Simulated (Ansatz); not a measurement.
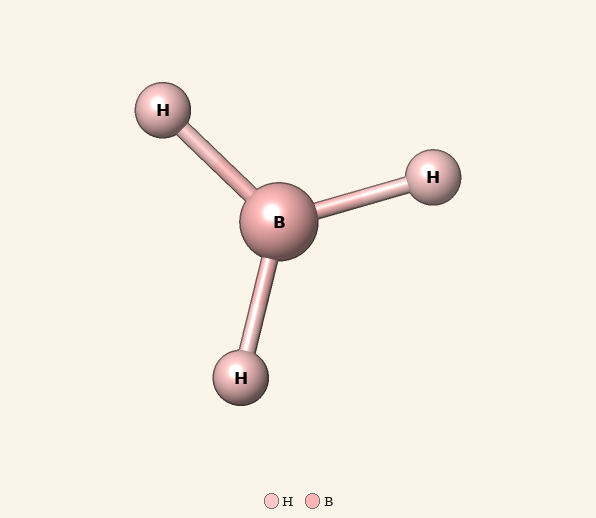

All atoms lie in one plane, which faces the viewer. The computed structure is the end point of a PBE0-D4/def2-TZVP optimisation.

Which symmetry elements does this geometry have?

It has 1 C3 axis, 3 C2 axes, 1 S3 axis and 4 mirror planes, so the point group is D3h. The group has 12 operations. The geometry is achiral, and symmetry forbids a dipole moment.
